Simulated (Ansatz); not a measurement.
System: BH$_{4}$SSe (charge +1).

Input file:

```
crystal:
  periodic: [false, false, false]
  atoms:
    - { symbol: B, position_ang: [-1.4845, 0.45551, -0.63417] }
    - { symbol: Se, position_ang: [-0.66367, -0.59818, 0.64896] }
    - { symbol: S, position_ang: [1.60157, -0.23264, 0.16966] }
    - { symbol: H, position_ang: [-2.64889, 0.47445, -0.60807] }
    - { symbol: H, position_ang: [-0.87955, 1.06749, -1.41605] }
    - { symbol: H, position_ang: [1.99288, 0.29023, 1.35491] }
    - { symbol: H, position_ang: [2.08216, -1.45686, 0.48475] }
total_charge: 1
basis:
  gaussian: { orbitals: def2-SVP }
hamiltonian:
  xc: { name: BHLYP }
  dispersion: d4
relax:
  f_tol: 0.02
  max_steps: 50
output:
  orbitals: {}
```

Command:

```sh
ansatz run input.yaml --threads 2 --pin off --max-ram 3072MiB --backend cpu --events-out ev --progress --plain --runs-dir out
```

The fields are those of the relaxed geometry.

The calculation used Ansatz, RKS BHLYP-D4/def2-SVP.

### What can the converged electron density and electron localisation function tell about the bonding?

B–Se (1.92 Å): ρ at the midpoint is about 1.1 e/Å³, with its minimum of 0.91 e/Å³ about 0.6 Å from B; the ELF peaks at about 0.90 between the atoms; a covalent bond.
Se–S (2.30 Å): the density is about 0.66 e/Å³ at the midpoint; the ELF peaks at about 0.90 between the atoms (a shared electron pair).
B–H (1.19 Å): ρ at the midpoint is about 1.3 e/Å³; the ELF climbs to about 1 towards the hydrogen, as it does in any bond to H: a covalent bond by its length.

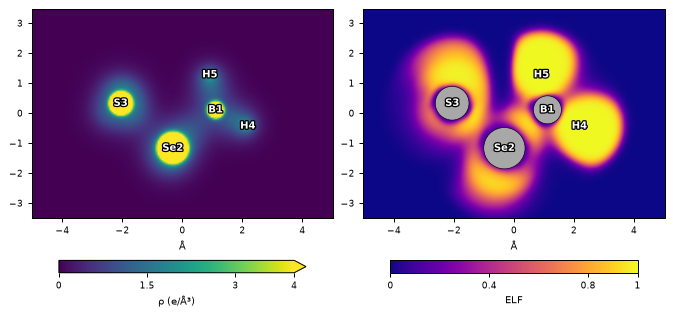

Computed electron density and electron localisation function on the plane of atoms Se2, B1 and H4, in this order. Grey discs cover the atomic cores in the ELF map. 
